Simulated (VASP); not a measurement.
Band structure of InSb (space group F-43m). All values below come from PBEsol GGA, VASP's PBE PAW potentials (set 64) (plane waves; VASP).

Unless said otherwise, spin-orbit coupling is left out, though it shifts the bands of the heavy elements here.

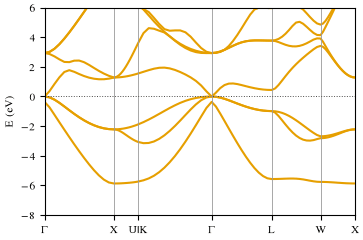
Figure. Bands along high-symmetry lines, zero at the valence-band maximum or, without a gap, the Fermi level

Problem. Read the plot: is there a gap, and where are the band edges?

Solution. It has no gap at this level: it comes out as a metal or semimetal. (Edges off the drawn lines would not show.)

The structure comes from a measured InSb entry (F-43m) of the Crystallography Open Database, whose conditions weren't checked. It was relaxed first.
